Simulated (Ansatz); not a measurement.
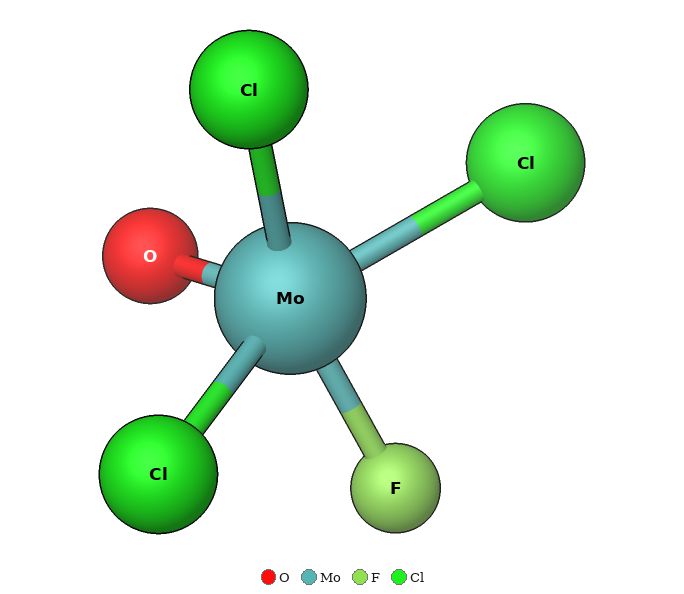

A metal compound. Charge 0, singlet. The computed structure is the end point of a PBE-D4/def2-SVP optimisation. No frequency run is at hand to confirm it as a minimum.

**What is the coordination number of the metal, and which atoms bind to it?**

Mo binds 5 atoms: 1 O at 1.66 Å, 1 F at 1.87 Å, 3 Cl at 2.30 Å. The arrangement is square pyramidal.

**Give the formal oxidation state and the d-electron count.**

Mo(VI), d⁰, counting the ligands as closed-shell ions or neutral donors.
